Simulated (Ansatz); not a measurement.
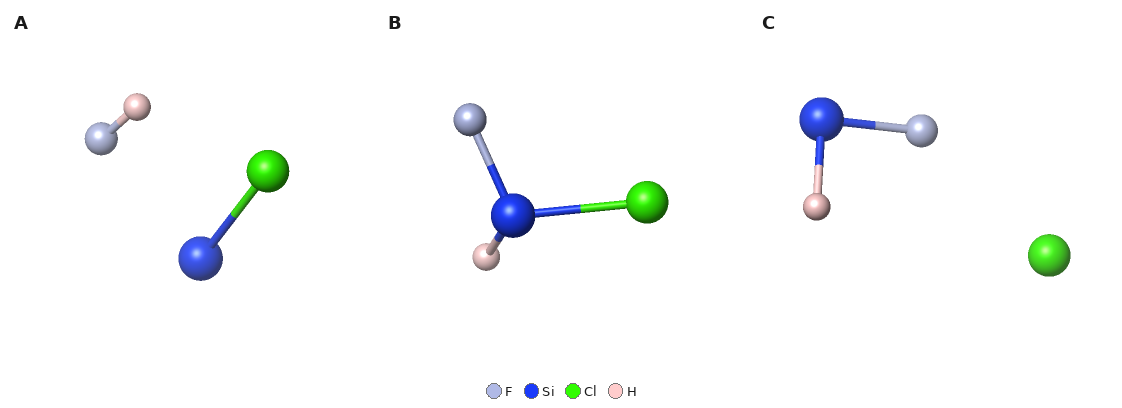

3 stationary structures of one formula. State: neutral, doublet. Geometries: PBE0-D4/def2-TZVP. Electronic energies: UHF-CCSD(T) (frozen core)/def2-TZVPP (Ansatz 0.2.0), without zero-point energy. No frequency run is at hand to confirm each as a minimum.

### Rank them by energy, lowest first.

B is lowest (C1); A lies 2.278 eV above it (Cs), C lies 3.334 eV above it (Cs).

The determinant isn't a pure spin state (⟨S²⟩ up to 1.05).
